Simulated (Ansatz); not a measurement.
A series of calculations on AsH2S

Part 1: Relaxation

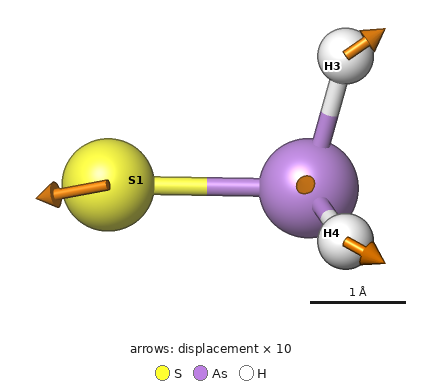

A relaxation of AsH2S (charge −1). The starting structure is drawn; orange arrows show the displacements, 10 times their true length. The two geometries are superimposed by the best rigid fit.

A ball-and-stick model, seen at a tilt.

The run prepares an end point of a later path (hydrogen shift) calculation, from a guessed geometry.

Computed with RKS B3LYP-D4/def2-SVP in Ansatz. Settings: no spin polarisation; force threshold 0.02 eV/Å; at most 50 steps.

Describe the change and its energy.

Over 4 geometry steps the energy falls by 7.08 kJ/mol. The largest force component goes from 1.2 to 0.0045 eV/Å. The atom that moves furthest after the best rigid fit is the S atom (0.086 Å). By element the largest moves are S 0.086 Å, H 0.052 Å, As 0.024 Å. Among the contacts that change: As–S 2.111 → 2.179 Å, As–H 1.556 → 1.579 Å. Among the angles between lasting bonds that change: S–As–H 102.8° → 105.7°.

Limits of the set-up: the basis has no diffuse functions, which an anion needs.

Part 2: Relaxation

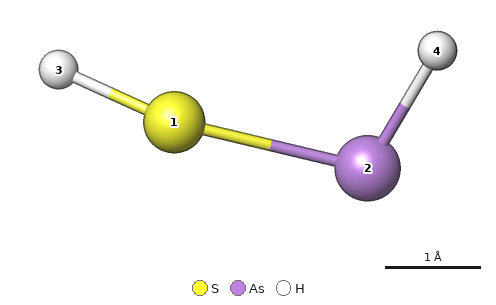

This is the input geometry for a relaxation of AsH2S (charge −1). A ball-and-stick model, seen at a tilt.

The run prepares an end point of a later path (hydrogen shift) calculation, from a guessed geometry.

Method: Ansatz 0.2.0, RKS B3LYP-D4/def2-SVP.

The input:
```yaml
crystal:
  periodic: [false, false, false]
  atoms:
    - { symbol: S, position_ang: [-1.59626, 0.05533, 0.90963] }
    - { symbol: As, position_ang: [0.10894, -0.6267, -0.13206] }
    - { symbol: H, position_ang: [-2.6712, 0.88688, 1.14927] }
    - { symbol: H, position_ang: [1.26243, 0.18271, 0.52783] }
total_charge: -1
basis:
  gaussian: { orbitals: def2-SVP }
hamiltonian:
  xc: b3lyp
  dispersion: d4
relax:
  f_tol: 0.02
  max_steps: 50
```

Command:
```bash
ansatz run input.yaml --threads 1 --pin off --max-ram 2048MiB --backend cpu --events-out ev --progress --plain --runs-dir out
```

Q: What does the optimiser find from here?

A: Over 7 accepted moves (8 points after the start) the energy falls by 1.671 eV. The largest force component goes from 4 to 0.0066 eV/Å. The line search rejected the trial step at point 5 of the run. H3 moves most after the best rigid fit: 0.48 Å. By element the largest moves are H 0.48 Å, S 0.46 Å, As 0.19 Å. Some distances before and after: S1–As2 2.111 → 2.324 Å, S1–H3 1.380 → 1.369 Å. Bond angles that change, for instance: As2–S1–H3 155.4° → 103.5°, S1–As2–H4 102.8° → 95.6°. Cost: 17 s on 1 thread of Arm Neoverse V1, on a shared host, peak memory 0.11 GiB.

Step by step:

```json
{"step": "0", "E − E(0), eV": "0.0000", "largest force component, eV/Å": "3.9720", "note": ""}
{"step": "1", "E − E(0), eV": "-1.0600", "largest force component, eV/Å": "1.8392", "note": ""}
{"step": "2", "E − E(0), eV": "-1.5057", "largest force component, eV/Å": "1.0622", "note": ""}
{"step": "3", "E − E(0), eV": "-1.6075", "largest force component, eV/Å": "0.6482", "note": ""}
{"step": "4", "E − E(0), eV": "-1.6456", "largest force component, eV/Å": "0.2427", "note": ""}
{"step": "5", "E − E(0), eV": "-1.6381", "largest force component, eV/Å": "0.5352", "note": "rejected"}
{"step": "6", "E − E(0), eV": "-1.6695", "largest force component, eV/Å": "0.1202", "note": ""}
{"step": "7", "E − E(0), eV": "-1.6707", "largest force component, eV/Å": "0.0342", "note": ""}
{"step": "8", "E − E(0), eV": "-1.6709", "largest force component, eV/Å": "0.0066", "note": ""}
```

The structure at the end:

```xyz
4

S    -1.7175   -0.2216    1.2564
As    0.0232   -0.5055   -0.2574
H    -2.2862    0.9621    0.8706
H     1.0844    0.2632    0.5851
```

The end point in the same view:

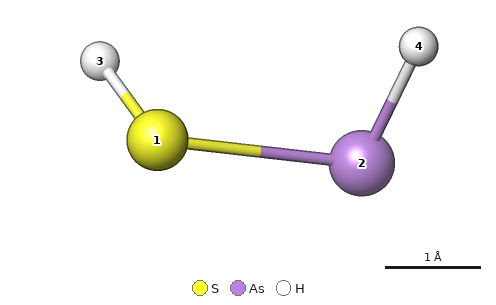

Limits of the set-up: the basis has no diffuse functions, which an anion needs.

Part 3: Path

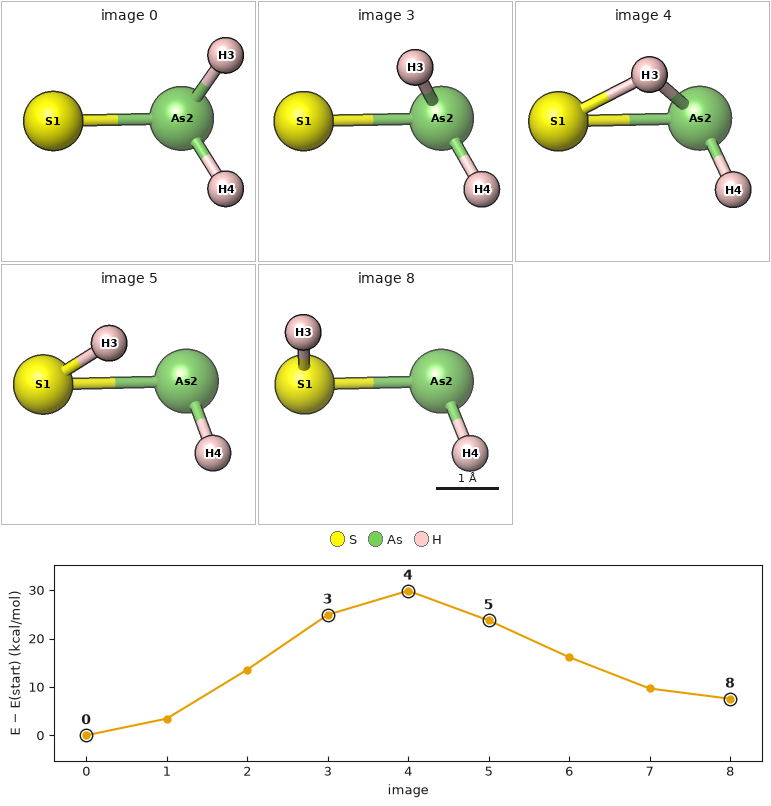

NEB run on AsH₂S (charge −1). Images are numbered from 0 (start) to 8 (end). Style: ball-and-stick. Shown face on.

Computed with RKS B3LYP-D4/def2-SVP in Ansatz. Run with 7 movable images; climbing image; force threshold 0.03 eV/Å; iteration limit 60; starting path through a guess of the saddle point.

What happens along the path, and what is the barrier?

Answer. A hydrogen atom shifts from one atom to another. Breaking: As2–H3 (1.58 → 1.63 at the top → 2.96 Å). Forming: S1–H3 (3.02 → 1.75 at the top → 1.37 Å). The energy climbs by 29.9 kcal/mol to image 4 and then falls by 22.3 kcal/mol, so the end point sits at +7.6 kcal/mol. The band converged in 6 iterations. The largest component of the band force went from 3.9 to 0.015 eV/Å. The climbing image converged on the top of the path. Its vibrational analysis gives one imaginary mode (944i cm⁻¹), as a transition state must have.

Limits of the set-up: the basis has no diffuse functions, which an anion needs.

Cost: 80 s on 1 thread of Arm Neoverse V1, on a shared host, peak memory 0.12 GiB.
